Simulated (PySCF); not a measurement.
Geometry relaxation, with input and output: C2H6GeO2

C2H6GeO2, SMILES C[O][GeH2][CH]=O, computed with PBE0-D3(BJ)/def2-SVP geometry optimisation, gas phase (PySCF 2.14.0).

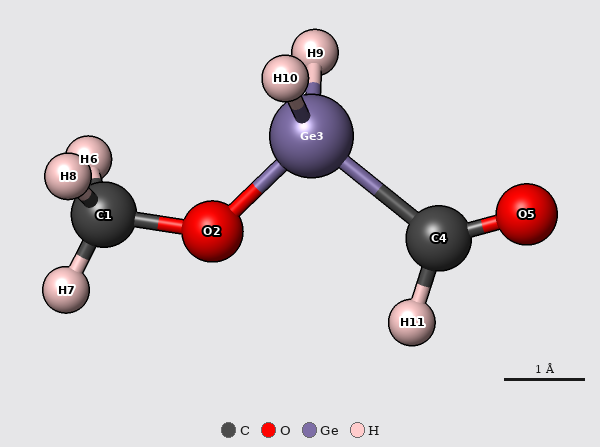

**Figure 1.** The input geometry (ball-and-stick view, seen at a tilt; atoms are numbered from 1 in the order of the input). Sticks mark near contacts. Bond lengths as drawn: C–Ge 2.05 Å, C–H 1.07 to 1.12 Å, C–O 1.16 to 1.39 Å, Ge–H 1.49 to 1.53 Å and Ge–O 1.76 Å.

Input file
```
{"job": {"xc": "PBE0", "basis": "def2-SVP", "d3": "d3bj", "grid": 1, "shake": 0.01, "kind": "geom"}, "charge": 0, "multiplicity": 1}
C     -1.805890    -0.653250     0.334790
O     -0.431380    -0.576010     0.161690
Ge     0.504910     0.779330    -0.450430
C      2.358570    -0.077300    -0.296840
O      3.364590     0.421020    -0.592480
H     -2.350420    -0.497040    -0.623800
H     -2.051800    -1.614280     0.737520
H     -2.162270     0.144840     1.019380
H      0.050810     1.162620    -1.815500
H      0.288840     2.001640     0.436960
H      2.272150    -1.117410     0.112960
```

The first line tells a small driver script what to run in PySCF; the rest is the geometry in Å.

Hardware: 1 CPU thread, shared host.

Run as:
```bash
OMP_NUM_THREADS=1 python <driver script> task.json out
```

Log
```
step   0  E = -2306.28855720  max force = 0.070502
step   1  E = -2306.29442749  max force = 0.016857
step   2  E = -2306.29505732  max force = 0.008660
step   3  E = -2306.29529702  max force = 0.003861
step   4  E = -2306.29542156  max force = 0.000765
step   5  E = -2306.29545979  max force = 0.001217
step   6  E = -2306.29548377  max force = 0.000806
step   7  E = -2306.29548840  max force = 0.000270
optimisation converged
```

Trajectory as extended XYZ (Å, eV, eV/Å), 8 frames, from step=0 to step=7
```
11
Properties=species:S:1:pos:R:3:forces:R:3 step=0 energy=-62757.30820
C    -1.8059   -0.6532    0.3348    0.0593   1.6346  -0.6481
O    -0.4314   -0.5760    0.1617    0.2155  -0.7430   0.1675
Ge    0.5049    0.7793   -0.4504    0.7583  -0.1329   0.6614
C     2.3586   -0.0773   -0.2968   -3.6253  -1.0316   0.6769
O     3.3646    0.4210   -0.5925    3.1014   1.4829  -0.8635
H    -2.3504   -0.4970   -0.6238   -0.0050  -0.2117   0.1572
H    -2.0518   -1.6143    0.7375   -0.3428  -0.9508   0.4090
H    -2.1623    0.1448    1.0194   -0.1257  -0.2133   0.0886
H     0.0508    1.1626   -1.8155   -0.2043   0.1317  -1.0727
H     0.2888    2.0016    0.4370    0.0688   0.2596   0.3204
H     2.2721   -1.1174    0.1130    0.0998  -0.2255   0.1032
11
Properties=species:S:1:pos:R:3:forces:R:3 step=1 energy=-62757.46794
C    -1.2303   -0.2503    0.1084   -0.0987  -0.4282   0.1447
O     0.1526   -0.2967   -0.0692    0.2381   0.3257  -0.1365
Ge    1.1200    1.0859   -0.6775   -0.2014  -0.0621  -0.2429
C     2.9078    0.2127   -0.7041    0.8668   0.3152  -0.1040
O     3.9403    0.7516   -1.0335   -0.8114  -0.2611   0.1795
H    -1.7798   -0.0953   -0.8382   -0.0180   0.0389  -0.0480
H    -1.5505   -1.2310    0.5218    0.0184   0.2781  -0.1110
H    -1.5512    0.5284    0.8234    0.0009   0.0824   0.0324
H     0.6750    1.4907   -2.1252    0.0494  -0.0863   0.3898
H     1.0376    2.2943    0.2918   -0.0099  -0.1371  -0.0962
H     2.9007   -0.8584   -0.3690   -0.0342  -0.0655  -0.0079
11
Properties=species:S:1:pos:R:3:forces:R:3 step=2 energy=-62757.48508
C    -1.2332   -0.2418    0.1044   -0.0259  -0.0224   0.0222
O     0.1508   -0.3148   -0.0716   -0.0755  -0.0078   0.0041
Ge    1.1226    1.0510   -0.6758   -0.0452  -0.2203   0.0109
C     2.9240    0.2017   -0.6927   -0.0068   0.4453  -0.1456
O     3.8932    0.8243   -1.0408   -0.0158  -0.2966   0.1105
H    -1.7737   -0.0640   -0.8455   -0.0056   0.0119  -0.0055
H    -1.5899   -1.2024    0.5133    0.0266   0.0320  -0.0200
H    -1.5311    0.5520    0.8167   -0.0071   0.0111  -0.0028
H     0.6663    1.4537   -2.0950    0.0107   0.0043   0.0228
H     1.0265    2.2477    0.2893    0.0236   0.0253   0.0156
H     2.9667   -0.8756   -0.3735    0.1209   0.0173  -0.0123
11
Properties=species:S:1:pos:R:3:forces:R:3 step=3 energy=-62757.49160
C    -1.2422   -0.2401    0.1030    0.0094   0.1986  -0.0487
O     0.1416   -0.3323   -0.0751   -0.0520  -0.1391   0.0381
Ge    1.1163    1.0273   -0.6761    0.0744  -0.0220   0.0686
C     2.9421    0.2270   -0.6974   -0.0421  -0.1483   0.0099
O     3.9259    0.8254   -1.0323    0.0383   0.1441  -0.0258
H    -1.7795   -0.0446   -0.8463    0.0077  -0.0065   0.0167
H    -1.6173   -1.1912    0.5058    0.0151  -0.0963   0.0288
H    -1.5245    0.5588    0.8179   -0.0023  -0.0277  -0.0192
H     0.6512    1.4333   -2.0798   -0.0387   0.0374  -0.1598
H     1.0108    2.2190    0.2892    0.0109   0.0735   0.0648
H     2.9977   -0.8507   -0.3801   -0.0207  -0.0137   0.0266
11
Properties=species:S:1:pos:R:3:forces:R:3 step=4 energy=-62757.49499
C    -1.2454   -0.2381    0.1014   -0.0119   0.0393  -0.0049
O     0.1371   -0.3398   -0.0772    0.0020  -0.0287  -0.0002
Ge    1.1165    1.0207   -0.6762    0.0031   0.0010   0.0073
C     2.9433    0.2245   -0.6961   -0.0374  -0.0240   0.0241
O     3.9165    0.8444   -1.0264    0.0234   0.0356  -0.0079
H    -1.7834   -0.0383   -0.8459    0.0035  -0.0018   0.0009
H    -1.6188   -1.1938    0.5010   -0.0087  -0.0175   0.0040
H    -1.5253    0.5567    0.8205    0.0035  -0.0063  -0.0039
H     0.6554    1.4309   -2.0895   -0.0017   0.0018  -0.0175
H     1.0154    2.2167    0.2931    0.0097  -0.0012   0.0022
H     3.0108   -0.8519   -0.3758    0.0146   0.0019  -0.0041
11
Properties=species:S:1:pos:R:3:forces:R:3 step=5 energy=-62757.49603
C    -1.2506   -0.2375    0.0978   -0.0072   0.0028   0.0042
O     0.1311   -0.3534   -0.0819    0.0057  -0.0039  -0.0081
Ge    1.1151    1.0071   -0.6760   -0.0093   0.0041  -0.0031
C     2.9496    0.2297   -0.6906   -0.0626  -0.0074   0.0202
O     3.9101    0.8722   -1.0152    0.0437   0.0153  -0.0055
H    -1.7864   -0.0254   -0.8478   -0.0001  -0.0028  -0.0039
H    -1.6341   -1.1924    0.4914   -0.0044   0.0034  -0.0041
H    -1.5210    0.5554    0.8222    0.0002  -0.0014   0.0020
H     0.6585    1.4203   -2.0920    0.0089  -0.0088   0.0139
H     1.0121    2.2024    0.2951    0.0037  -0.0104  -0.0066
H     3.0375   -0.8464   -0.3741    0.0215   0.0092  -0.0090
11
Properties=species:S:1:pos:R:3:forces:R:3 step=6 energy=-62757.49668
C    -1.2571   -0.2386    0.0906   -0.0005  -0.0213   0.0082
O     0.1234   -0.3720   -0.0908    0.0020   0.0131  -0.0095
Ge    1.1125    0.9895   -0.6752   -0.0059   0.0105  -0.0024
C     2.9582    0.2410   -0.6802   -0.0414  -0.0053   0.0109
O     3.9041    0.9108   -0.9939    0.0321   0.0054  -0.0029
H    -1.7901   -0.0090   -0.8526   -0.0004  -0.0017  -0.0045
H    -1.6540   -1.1925    0.4740   -0.0012   0.0105  -0.0062
H    -1.5160    0.5500    0.8238   -0.0005   0.0006   0.0018
H     0.6652    1.4048   -2.0937    0.0101  -0.0105   0.0185
H     1.0018    2.1824    0.2979   -0.0045  -0.0085  -0.0067
H     3.0741   -0.8343   -0.3711    0.0102   0.0073  -0.0072
11
Properties=species:S:1:pos:R:3:forces:R:3 step=7 energy=-62757.49681
C    -1.2586   -0.2415    0.0863    0.0028  -0.0139   0.0041
O     0.1219   -0.3767   -0.0950   -0.0009   0.0092  -0.0060
Ge    1.1114    0.9866   -0.6742   -0.0014   0.0057   0.0034
C     2.9604    0.2471   -0.6739   -0.0088   0.0001   0.0005
O     3.9038    0.9236   -0.9825    0.0077  -0.0002   0.0029
H    -1.7905   -0.0066   -0.8562   -0.0005  -0.0009  -0.0027
H    -1.6582   -1.1959    0.4651    0.0017   0.0048  -0.0041
H    -1.5159    0.5445    0.8229   -0.0014   0.0001  -0.0001
H     0.6701    1.4009   -2.0939    0.0053  -0.0051   0.0071
H     0.9940    2.1781    0.2992   -0.0055  -0.0022  -0.0027
H     3.0837   -0.8284   -0.3690    0.0010   0.0024  -0.0024
```

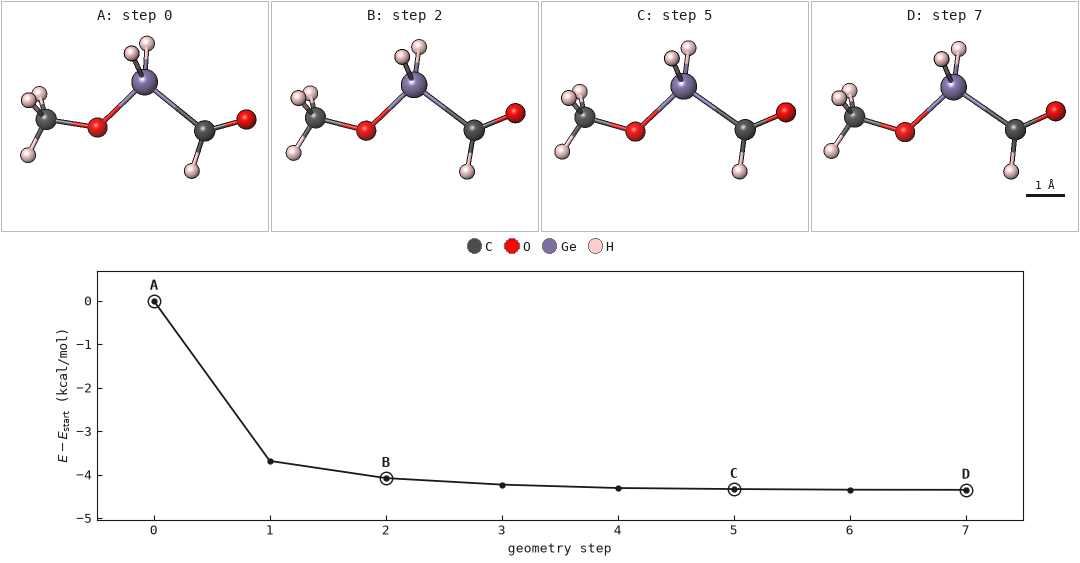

**Figure 2.** Frames of the relaxation (ball-and-stick view, seen at a tilt) above the curves, on which the letters mark them (steps are counted from 0).

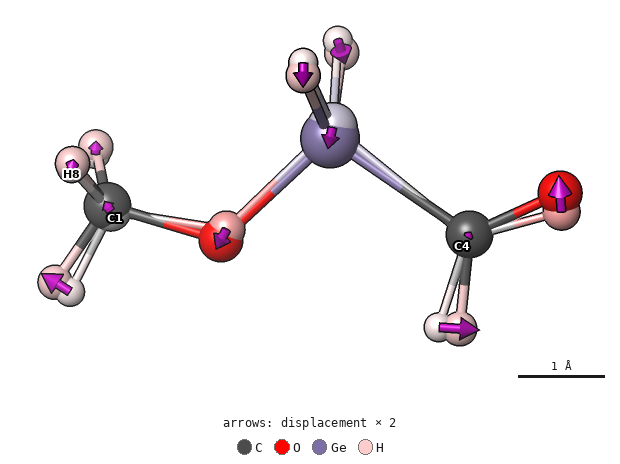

**Figure 3.** Start (faint) and end (solid) with the displacements as pink arrows, magnified 2 times (ball-and-stick view, seen at a tilt). The two geometries are laid on each other by the best rigid fit. The energy falls by 4.35 kcal/mol in 7 geometry steps. Largest force component: 3.6 eV/Å at the start, 0.014 eV/Å at the end. H11 moves most after the best rigid fit: 0.25 Å. By element the largest moves are H 0.25 Å, O 0.23 Å, Ge 0.14 Å, C 0.08 Å. Distances before and after: Ge3–C4 2.048 → 1.991 Å, Ge3–H9 1.489 → 1.543 Å, C4–O5 1.161 → 1.201 Å, C1–H7 1.071 → 1.102 Å. Among the angles that change: Ge3–C4–H11 110.2° → 117.2°, C1–O2–Ge3 127.9° → 121.1°, O2–Ge3–C4 97.7° → 103.4°. (Atoms are counted from 1 in the order of the input.)

Results in brief

| quantity | value |
| --- | --- |
| outcome | converged |
| total energy | −2306.295488 hartree |
| dipole moment | 2.21 D |
| point group | C1 |
| wall time | 65 s |
| peak memory | 0.49 GiB |
